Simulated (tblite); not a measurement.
Run report: C7H11FSi, geometry relaxation (part 1 of 3)

C7H11FSi, computed with GFN2-xTB geometry optimisation, gas phase (tblite 0.8.0).

It belongs to a series of runs on one base structure; here: SiH2 inserted into a C-C bond.

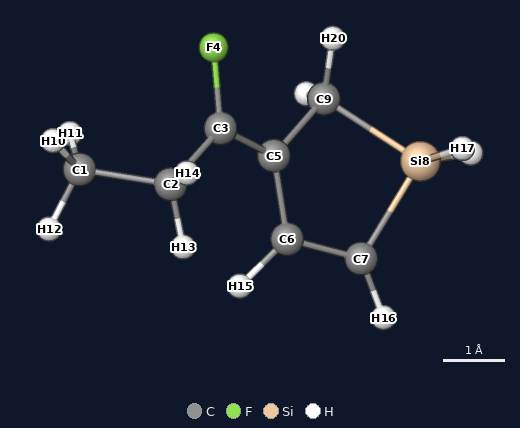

The input geometry (ball-and-stick view, seen at a tilt; atoms are numbered from 1 in the order of the input).

## Input file
```
{"job": {"kind": "relax", "xc": "GFN2-xTB", "basis": "xTB"}, "charge": 0, "multiplicity": 1}
C      3.082800    -0.267300     0.313700
C      1.892600     0.351700    -0.426900
C      0.742400     0.574400     0.478800
F      0.902100     1.412300     1.528800
C     -0.462500    -0.003900     0.266800
C     -0.747600    -0.877400    -0.816100
C     -1.982700    -0.844700    -1.267900
Si    -2.878100     0.420000    -0.215800
C     -1.599800     0.249800     1.173800
H      3.886700     0.472700     0.434200
H      2.743700    -0.690200     1.280900
H      3.470800    -1.120900    -0.284200
H      1.615100    -0.330900    -1.225200
H      2.185500     1.349600    -0.840600
H     -0.003200    -1.547900    -1.270000
H     -2.404600    -1.432000    -2.060900
H     -2.856800     1.748800    -0.825500
H     -4.190700    -0.050600     0.195800
H     -1.876500    -0.603200     1.813100
H     -1.524300     1.200400     1.744400
```

The first line tells a small driver script what to run in tblite; the rest is the geometry in Å.

Hardware: 1 CPU thread, shared host.

Launched with:
```bash
OMP_NUM_THREADS=1 python <driver script> task.json out
```

## What the program printed
```
step      E/eV     max force
  0    -734.44910    2.897
  1    -734.59803    2.376
  2    -734.68738    0.645
  3    -734.74015    0.538
  4    -734.77577    0.610
  5    -734.79543    0.335
  6    -734.81021    0.275
  7    -734.81975    0.287
  8    -734.82953    0.264
  9    -734.83853    0.264
 10    -734.84581    0.215
 11    -734.85171    0.203
 12    -734.85684    0.161
 13    -734.86128    0.154
 14    -734.86457    0.148
 15    -734.86713    0.122
 16    -734.87000    0.160
 17    -734.87313    0.152
 18    -734.87560    0.109
 19    -734.87744    0.107
 20    -734.87950    0.118
 21    -734.88269    0.182
 22    -734.88720    0.205
 23    -734.89181    0.178
 24    -734.89548    0.113
 25    -734.89913    0.139
 26    -734.90386    0.192
 27    -734.90930    0.190
 28    -734.91389    0.165
 29    -734.91687    0.110
 30    -734.91917    0.108
 31    -734.92181    0.146
 32    -734.92480    0.153
 33    -734.92789    0.147
 34    -734.93145    0.138
 35    -734.93662    0.182
 36    -734.94479    0.229
 37    -734.95586    0.268
 38    -734.96738    0.213
 39    -734.97790    0.234
 40    -734.97889    0.309
 41    -734.98992    0.245
 42    -734.99517    0.158
 43    -735.00286    0.132
 44    -735.00868    0.181
 45    -735.01455    0.183
 46    -735.02167    0.151
 47    -735.02820    0.191
 48    -735.03227    0.319
 49    -735.03841    0.155
 50    -735.04311    0.134
 51    -735.04870    0.129
 52    -735.05279    0.127
 53    -735.05722    0.128
 54    -735.06101    0.124
 55    -735.06380    0.119
 56    -735.06608    0.171
 57    -735.06841    0.103
 58    -735.07108    0.067
 59    -735.07221    0.072
 60    -735.07312    0.081
 61    -735.07415    0.078
 62    -735.07516    0.076
 63    -735.07617    0.070
 64    -735.07704    0.064
 65    -735.07773    0.060
 66    -735.07828    0.053
 67    -735.07871    0.046
 68    -735.07907    0.041
 69    -735.07937    0.037
 70    -735.07964    0.035
 71    -735.07989    0.034
 72    -735.08010    0.037
 73    -735.08032    0.041
 74    -735.08058    0.035
 75    -735.08088    0.046
 76    -735.08116    0.043
 77    -735.08135    0.030
 78    -735.08150    0.028
 79    -735.08167    0.029
 80    -735.08186    0.036
 81    -735.08203    0.029
 82    -735.08218    0.030
 83    -735.08235    0.031
 84    -735.08260    0.044
 85    -735.08298    0.059
 86    -735.08337    0.049
 87    -735.08368    0.044
 88    -735.08397    0.044
 89    -735.08436    0.054
 90    -735.08492    0.066
 91    -735.08553    0.056
 92    -735.08597    0.036
 93    -735.08620    0.036
 94    -735.08640    0.034
 95    -735.08666    0.046
 96    -735.08694    0.040
 97    -735.08717    0.031
 98    -735.08733    0.032
 99    -735.08749    0.028
100    -735.08775    0.041
101    -735.08809    0.045
102    -735.08855    0.054
103    -735.08905    0.059
104    -735.08958    0.059
105    -735.09011    0.045
106    -735.09069    0.056
107    -735.09125    0.067
108    -735.09179    0.059
109    -735.09236    0.051
110    -735.09312    0.051
111    -735.09379    0.055
112    -735.09449    0.057
113    -735.09508    0.056
114    -735.09559    0.070
115    -735.09603    0.057
116    -735.09647    0.110
117    -735.09692    0.044
118    -735.09742    0.044
119    -735.09802    0.050
120    -735.09850    0.058
121    -735.09902    0.065
122    -735.09952    0.063
123    -735.10005    0.065
124    -735.10045    0.091
125    -735.10125    0.087
126    -735.10193    0.047
127    -735.10275    0.059
128    -735.10335    0.069
129    -735.10436    0.065
130    -735.10521    0.073
131    -735.10576    0.057
132    -735.10596    0.078
133    -735.10644    0.047
134    -735.10665    0.036
135    -735.10713    0.051
136    -735.10748    0.055
137    -735.10793    0.051
138    -735.10832    0.039
139    -735.10867    0.042
140    -735.10895    0.050
141    -735.10920    0.032
142    -735.10943    0.030
143    -735.10959    0.025
144    -735.10967    0.026
145    -735.10974    0.028
146    -735.10981    0.022
147    -735.10988    0.018
148    -735.10995    0.018
149    -735.11001    0.016
150    -735.11006    0.014
151    -735.11011    0.018
152    -735.11015    0.014
153    -735.11018    0.012
154    -735.11021    0.013
155    -735.11024    0.013
156    -735.11030    0.018
157    -735.11033    0.017
158    -735.11036    0.014
159    -735.11039    0.013
160    -735.11042    0.009
```

## Trajectory as extended XYZ (Å, eV, eV/Å), 24 of the 161 frames kept, from step=0 to step=160
```
20
Properties=species:S:1:pos:R:3:forces:R:3 step=0 energy=-734.44910
C     3.0828   -0.2673    0.3137    0.3970  -0.6480  -0.0070
C     1.8926    0.3517   -0.4269    0.7790   0.9930  -0.0640
C     0.7424    0.5744    0.4788   -1.2930  -1.0120  -0.6100
F     0.9021    1.4123    1.5288    0.2950   0.0710  -0.0470
C    -0.4625   -0.0039    0.2668    2.1720   0.6360   1.8090
C    -0.7476   -0.8774   -0.8161    1.0830  -1.3710  -1.1130
C    -1.9827   -0.8447   -1.2679   -1.4610   0.3500  -0.0950
Si   -2.8781    0.4200   -0.2158   -1.0090  -0.0350  -0.1180
C    -1.5998    0.2498    1.1738   -1.2190   0.9280  -0.0220
H     3.8867    0.4727    0.4342   -0.3100  -0.4710   0.2820
H     2.7437   -0.6902    1.2809    0.4300   0.4350  -0.4580
H     3.4708   -1.1209   -0.2842   -0.0520   0.5970   0.4390
H     1.6151   -0.3309   -1.2252   -0.1960   0.3990  -0.0830
H     2.1855    1.3496   -0.8406   -0.0970  -0.7400  -0.0020
H    -0.0032   -1.5479   -1.2700   -0.1410   0.3790   0.3690
H    -2.4046   -1.4320   -2.0609    0.2340  -0.1340  -0.1290
H    -2.8568    1.7488   -0.8255   -0.0590   0.0430   0.0160
H    -4.1907   -0.0506    0.1958   -0.2680   0.0780   0.0080
H    -1.8765   -0.6032    1.8131    0.4370   0.4300  -0.1180
H    -1.5243    1.2004    1.7444    0.2770  -0.9290  -0.0580
20
Properties=species:S:1:pos:R:3:forces:R:3 step=7 energy=-734.81975
C     3.1059   -0.2776    0.3095    0.0760  -0.0090   0.0420
C     1.9213    0.3688   -0.4262    0.1630  -0.0740  -0.0750
C     0.7422    0.5380    0.4680    0.2670   0.0820  -0.0670
F     0.9496    1.4072    1.4974   -0.0090  -0.0340  -0.0040
C    -0.4368   -0.0538    0.3191   -0.1510   0.0760  -0.0710
C    -0.7585   -0.9124   -0.8154   -0.1050   0.0400   0.0340
C    -2.0184   -0.8398   -1.2559   -0.0270  -0.0180   0.0610
Si   -2.9737    0.4168   -0.2336    0.0090  -0.0550   0.1580
C    -1.6441    0.2813    1.1335   -0.1030   0.0150   0.0870
H     3.9012    0.4411    0.4881    0.0010  -0.0230  -0.0050
H     2.7836   -0.6614    1.2762    0.0260  -0.0360  -0.0470
H     3.5042   -1.1077   -0.2714    0.0510   0.0800   0.0660
H     1.6033   -0.2630   -1.2504    0.0740   0.0000  -0.1090
H     2.2088    1.3324   -0.8556    0.0130   0.0250   0.1350
H     0.0010   -1.5409   -1.2531   -0.0100  -0.0860  -0.0210
H    -2.3737   -1.4339   -2.0809    0.0280   0.0110  -0.0650
H    -2.8891    1.7613   -0.8289   -0.1950  -0.1190   0.0270
H    -4.2915   -0.0436    0.2067   -0.0180   0.1200  -0.0660
H    -1.8523   -0.5522    1.8034   -0.1290  -0.0880   0.0020
H    -1.4882    1.1501    1.7665    0.0380   0.0930  -0.0840
20
Properties=species:S:1:pos:R:3:forces:R:3 step=14 energy=-734.86457
C     3.1343   -0.2815    0.3132    0.0360  -0.0320   0.0380
C     1.9536    0.3593   -0.4356    0.0140   0.0190  -0.0090
C     0.7562    0.5218    0.4450    0.0830  -0.0430   0.0460
F     0.9779    1.3887    1.4751   -0.0280  -0.0060   0.0140
C    -0.4405   -0.0500    0.3152   -0.0270   0.0550  -0.0580
C    -0.7789   -0.9091   -0.8110   -0.0040  -0.0900   0.0250
C    -2.0441   -0.8502   -1.2383    0.0420   0.0220  -0.0370
Si   -3.0050    0.3945   -0.2058    0.0040  -0.0210  -0.0360
C    -1.6494    0.2926    1.1365    0.0240   0.0060  -0.0100
H     3.9204    0.4413    0.5092   -0.0080   0.0440   0.0150
H     2.8028   -0.6772    1.2692   -0.0050  -0.0470   0.0360
H     3.5634   -1.1006   -0.2569   -0.0010   0.0070  -0.0420
H     1.6641   -0.2389   -1.2962    0.0430  -0.0300  -0.0180
H     2.2418    1.3453   -0.8084    0.0110   0.0220   0.0290
H    -0.0277   -1.5529   -1.2446    0.0140   0.0270  -0.0580
H    -2.3647   -1.4226   -2.0933   -0.1040  -0.0180   0.0350
H    -2.9996    1.7195   -0.8212   -0.0610   0.1170  -0.0660
H    -4.3510    0.0028    0.1936   -0.0380  -0.0640   0.0690
H    -1.8792   -0.5447    1.7991    0.0520   0.0430   0.0530
H    -1.4796    1.1724    1.7520   -0.0440  -0.0110  -0.0260
20
Properties=species:S:1:pos:R:3:forces:R:3 step=21 energy=-734.88269
C     3.1579   -0.2884    0.3258    0.0100  -0.0270   0.0090
C     1.9827    0.3497   -0.4274   -0.1540   0.0950   0.0210
C     0.7709    0.4963    0.4406   -0.0710   0.0150   0.0230
F     0.9797    1.3676    1.4725    0.0090  -0.0430  -0.0060
C    -0.4405   -0.0439    0.2930   -0.0510  -0.0120  -0.0160
C    -0.7897   -0.9160   -0.8225   -0.0080   0.0370  -0.0740
C    -2.0597   -0.8463   -1.2402   -0.0100  -0.0160   0.0010
Si   -3.0282    0.4001   -0.2087    0.0850  -0.1290   0.0100
C    -1.6525    0.3069    1.1189    0.1320   0.0380  -0.0050
H     3.9235    0.4493    0.5389    0.0600   0.0090   0.0660
H     2.8220   -0.7115    1.2681    0.0030  -0.0340   0.0400
H     3.5990   -1.0853   -0.2632    0.0760  -0.0330  -0.0230
H     1.7226   -0.2313   -1.3096   -0.0290  -0.0150   0.0220
H     2.2620    1.3519   -0.7648    0.0190  -0.0130  -0.0190
H    -0.0329   -1.5505   -1.2713   -0.1240   0.0830   0.0300
H    -2.4174   -1.4304   -2.0743    0.0190   0.0090   0.0300
H    -3.0940    1.7224   -0.8374    0.0050   0.0270  -0.0140
H    -4.3605   -0.0138    0.2242   -0.0030  -0.0650   0.0520
H    -1.8547   -0.5150    1.8133   -0.0090   0.0640  -0.0810
H    -1.4953    1.1989    1.7210    0.0400   0.0120  -0.0630
20
Properties=species:S:1:pos:R:3:forces:R:3 step=28 energy=-734.91389
C     3.1992   -0.3072    0.3591   -0.0030   0.0410  -0.0130
C     2.0189    0.3431   -0.3955    0.0510  -0.0830   0.0260
C     0.7820    0.4688    0.4347   -0.0310  -0.0010  -0.0170
F     0.9693    1.2959    1.5058    0.0310  -0.0130   0.0140
C    -0.4463   -0.0141    0.2241    0.0280   0.0250  -0.0350
C    -0.8332   -0.8771   -0.8802    0.0480   0.0050  -0.0560
C    -2.1196   -0.8495   -1.2493   -0.0060   0.0030   0.0480
Si   -3.0708    0.3788   -0.1982   -0.0890   0.0880   0.0310
C    -1.6321    0.3766    1.0573   -0.0770   0.0130   0.0060
H     3.9358    0.4370    0.6518   -0.0570   0.0390   0.0200
H     2.8664   -0.8083    1.2672   -0.0660  -0.0150  -0.1140
H     3.7028   -1.0365   -0.2728   -0.0600   0.0200   0.0350
H     1.7761   -0.2257   -1.2925    0.0130   0.0040   0.0300
H     2.3005    1.3558   -0.7054    0.0220  -0.0880  -0.0230
H    -0.0959   -1.5059   -1.3502    0.1270  -0.0530  -0.0910
H    -2.5081   -1.4653   -2.0447    0.0900   0.0220  -0.0230
H    -3.2484    1.6861   -0.8510   -0.0040  -0.0910   0.0440
H    -4.3339   -0.1241    0.3415   -0.0160   0.0050   0.0170
H    -1.8145   -0.4124    1.7889    0.0040   0.0140   0.0770
H    -1.4533    1.2948    1.6065   -0.0030   0.0640   0.0210
20
Properties=species:S:1:pos:R:3:forces:R:3 step=35 energy=-734.93662
C     3.2077   -0.3158    0.3827   -0.0550  -0.0400   0.0000
C     2.0328    0.3218   -0.3804    0.1410  -0.0740  -0.0880
C     0.7877    0.4569    0.4312    0.0750   0.0240  -0.0450
F     0.9779    1.2337    1.5369    0.0270   0.0460   0.0080
C    -0.4487    0.0190    0.1766    0.1010  -0.0400   0.0960
C    -0.8308   -0.8373   -0.9333   -0.0520   0.0550   0.0970
C    -2.1327   -0.8509   -1.2441   -0.0540   0.0130  -0.0470
Si   -3.1079    0.3409   -0.1672   -0.0560   0.0910  -0.0560
C    -1.6213    0.4345    1.0221   -0.0920  -0.0500   0.0190
H     3.8922    0.4482    0.7514   -0.1110  -0.1360   0.0430
H     2.8390   -0.8967    1.2238    0.0360   0.0040   0.0560
H     3.7573   -0.9910   -0.2704    0.0380   0.0910   0.0260
H     1.8036   -0.2578   -1.2710   -0.0490  -0.0370  -0.0440
H     2.3400    1.3194   -0.7029   -0.0710   0.0640  -0.0630
H    -0.1017   -1.4504   -1.4449    0.0740   0.1060   0.0340
H    -2.5071   -1.4675   -2.0424   -0.0450  -0.0330  -0.0720
H    -3.3534    1.6288   -0.8413   -0.0360  -0.1180   0.0590
H    -4.3313   -0.2005    0.4396    0.0900   0.0360  -0.0520
H    -1.7763   -0.3049    1.8086    0.0750  -0.0620   0.0820
H    -1.4321    1.3802    1.5219   -0.0350   0.0610  -0.0550
20
Properties=species:S:1:pos:R:3:forces:R:3 step=42 energy=-734.99517
C     3.1929   -0.3605    0.4314    0.0120   0.0010   0.0270
C     2.0628    0.2637   -0.3909   -0.0830   0.0180   0.0050
C     0.8144    0.4449    0.4098   -0.0600  -0.0530   0.0320
F     1.0335    1.1326    1.5691    0.0030   0.0850  -0.1170
C    -0.4407    0.0697    0.1349   -0.0200   0.1250  -0.0310
C    -0.8372   -0.7326   -1.0054    0.0120  -0.0330   0.0210
C    -2.1502   -0.8446   -1.2555    0.0740   0.0370  -0.0150
Si   -3.1507    0.2599   -0.1098    0.0850  -0.0900   0.0690
C    -1.6048    0.5197    0.9862    0.0100   0.0060  -0.0360
H     3.7277    0.4017    0.9931   -0.0230  -0.0190   0.0190
H     2.7910   -1.0800    1.1443    0.0760  -0.0520  -0.1290
H     3.8915   -0.8577   -0.2383    0.0370  -0.0120   0.1290
H     1.8345   -0.3560   -1.2556   -0.0060  -0.0170  -0.0140
H     2.3821    1.2459   -0.7567   -0.0060  -0.0420  -0.0140
H    -0.0810   -1.2360   -1.5958   -0.0490   0.0160   0.0630
H    -2.5060   -1.4616   -2.0664   -0.0350   0.0680   0.0200
H    -3.5925    1.4769   -0.8001    0.0080   0.0340   0.0170
H    -4.2808   -0.3354    0.6065    0.0290  -0.0660  -0.0200
H    -1.6460   -0.0918    1.8931   -0.0270   0.0940  -0.0830
H    -1.4459    1.5518    1.3030   -0.0350  -0.1020   0.0580
20
Properties=species:S:1:pos:R:3:forces:R:3 step=49 energy=-735.03841
C     3.1840   -0.4119    0.4856   -0.0540  -0.0780  -0.0220
C     2.0860    0.1825   -0.3979   -0.1000   0.0390   0.0460
C     0.8340    0.4394    0.3826   -0.0480   0.0520   0.0090
F     1.0758    1.1269    1.5362   -0.0040   0.0500  -0.0590
C    -0.4395    0.1643    0.0788   -0.0510  -0.0140  -0.0390
C    -0.8422   -0.6099   -1.0766   -0.0390  -0.0900   0.0160
C    -2.1533   -0.8080   -1.2726    0.0170   0.0360   0.0410
Si   -3.1716    0.1639   -0.0373    0.0490   0.0780   0.1030
C    -1.5937    0.6316    0.9346    0.0530   0.0410  -0.0380
H     3.5025    0.3046    1.2408   -0.0810  -0.0800  -0.0050
H     2.8040   -1.3090    0.9726    0.0340   0.0560   0.0890
H     4.0511   -0.7006   -0.1015    0.0160   0.0870  -0.1010
H     1.8572   -0.4838   -1.2285    0.0650  -0.0100   0.0280
H     2.4054    1.1431   -0.8162    0.1500  -0.0380   0.0100
H    -0.0755   -1.0231   -1.7136   -0.0170  -0.0890  -0.0710
H    -2.5387   -1.4086   -2.0815    0.1210   0.0360  -0.0250
H    -3.8059    1.3031   -0.7102   -0.0290   0.0590   0.0510
H    -4.1612   -0.5564    0.7629    0.0090  -0.0770   0.0020
H    -1.5299    0.1622    1.9163   -0.0690  -0.0840  -0.0020
H    -1.4935    1.7005    1.1223   -0.0220   0.0270  -0.0320
20
Properties=species:S:1:pos:R:3:forces:R:3 step=56 energy=-735.06608
C     3.1743   -0.4440    0.5014   -0.1250  -0.0050   0.0410
C     2.0905    0.1532   -0.3975   -0.0210   0.0020   0.0140
C     0.8348    0.4637    0.3580    0.0350   0.0850  -0.0090
F     1.0814    1.2100    1.4739   -0.0010   0.0130  -0.0260
C    -0.4407    0.1907    0.0634   -0.0100  -0.0630   0.0030
C    -0.8462   -0.6036   -1.0756   -0.0960   0.0880  -0.0620
C    -2.1599   -0.7752   -1.2757    0.0850  -0.0400  -0.0050
Si   -3.1778    0.1542   -0.0090    0.0250  -0.0020  -0.0320
C    -1.5933    0.6682    0.9166    0.0470  -0.0130  -0.0280
H     3.3896    0.2321    1.3197    0.0760   0.1200   0.0960
H     2.8478   -1.3876    0.9330   -0.0270  -0.0450  -0.0860
H     4.0843   -0.6074   -0.0667    0.0340  -0.0320  -0.0230
H     1.8723   -0.5253   -1.2192   -0.0360  -0.0270  -0.0040
H     2.4627    1.0885   -0.8296    0.0320   0.0110   0.0300
H    -0.0944   -1.0065   -1.7361    0.0290  -0.1000   0.0010
H    -2.5265   -1.3634   -2.0995   -0.0160  -0.0130  -0.0510
H    -3.8752    1.2834   -0.6305   -0.0590   0.0390   0.0480
H    -4.0882   -0.6689    0.7863   -0.0260  -0.0150   0.0230
H    -1.5194    0.2070    1.8997   -0.0120  -0.0320   0.0840
H    -1.5211    1.7416    1.0844    0.0640   0.0270  -0.0140
20
Properties=species:S:1:pos:R:3:forces:R:3 step=63 energy=-735.07617
C     3.1642   -0.4462    0.5112    0.0180  -0.0240   0.0320
C     2.0938    0.1576   -0.3996    0.0120  -0.0020   0.0430
C     0.8360    0.4871    0.3410   -0.0030   0.0010   0.0050
F     1.0789    1.2607    1.4383   -0.0160   0.0050  -0.0090
C    -0.4366    0.1828    0.0620   -0.0180  -0.0350  -0.0230
C    -0.8465   -0.6111   -1.0779   -0.0280  -0.0230  -0.0110
C    -2.1602   -0.7680   -1.2900    0.0110   0.0210   0.0070
Si   -3.1761    0.1587   -0.0135   -0.0040  -0.0640  -0.0010
C    -1.5883    0.6623    0.9148    0.0220   0.0030  -0.0070
H     3.3759    0.2206    1.3433   -0.0230   0.0090   0.0170
H     2.8496   -1.4081    0.9112   -0.0610   0.0270  -0.0220
H     4.0826   -0.5913   -0.0511    0.0300  -0.0230  -0.0140
H     1.8701   -0.5289   -1.2147    0.0120   0.0520  -0.0080
H     2.4944    1.0854   -0.8226   -0.0400  -0.0070  -0.0360
H    -0.0972   -1.0475   -1.7223    0.0210  -0.0190   0.0060
H    -2.5269   -1.3507   -2.1213    0.0100   0.0350   0.0350
H    -3.9139    1.2942   -0.5747    0.0000   0.0220   0.0010
H    -4.0754   -0.6861    0.7788    0.0140  -0.0020  -0.0010
H    -1.5259    0.2045    1.9029    0.0200  -0.0270  -0.0090
H    -1.5038    1.7346    1.0812    0.0230   0.0530  -0.0030
20
Properties=species:S:1:pos:R:3:forces:R:3 step=70 energy=-735.07964
C     3.1599   -0.4436    0.5120   -0.0150  -0.0030   0.0070
C     2.0952    0.1689   -0.3992    0.0000   0.0120  -0.0110
C     0.8356    0.4932    0.3383   -0.0150   0.0040  -0.0100
F     1.0626    1.2866    1.4244    0.0340  -0.0040   0.0020
C    -0.4326    0.1702    0.0628   -0.0130   0.0000  -0.0210
C    -0.8419   -0.6299   -1.0721   -0.0120  -0.0180  -0.0100
C    -2.1562   -0.7633   -1.2943   -0.0230   0.0000   0.0070
Si   -3.1708    0.1626   -0.0158    0.0000  -0.0020  -0.0180
C    -1.5814    0.6558    0.9141    0.0020  -0.0230   0.0040
H     3.3761    0.2208    1.3450   -0.0100   0.0070   0.0020
H     2.8203   -1.3971    0.9096   -0.0180  -0.0100   0.0060
H     4.0779   -0.6068   -0.0476   -0.0030  -0.0070   0.0060
H     1.8698   -0.5110   -1.2185    0.0090  -0.0020  -0.0130
H     2.4884    1.0961   -0.8278    0.0180   0.0290   0.0080
H    -0.0925   -1.0842   -1.7049    0.0000  -0.0010   0.0040
H    -2.5287   -1.3399   -2.1264    0.0120   0.0110   0.0160
H    -3.9068    1.3116   -0.5541    0.0100  -0.0040  -0.0120
H    -4.0710   -0.6876    0.7681    0.0040  -0.0140   0.0070
H    -1.5233    0.1816    1.8949    0.0130   0.0180   0.0110
H    -1.4856    1.7267    1.0884    0.0040   0.0060   0.0150
```
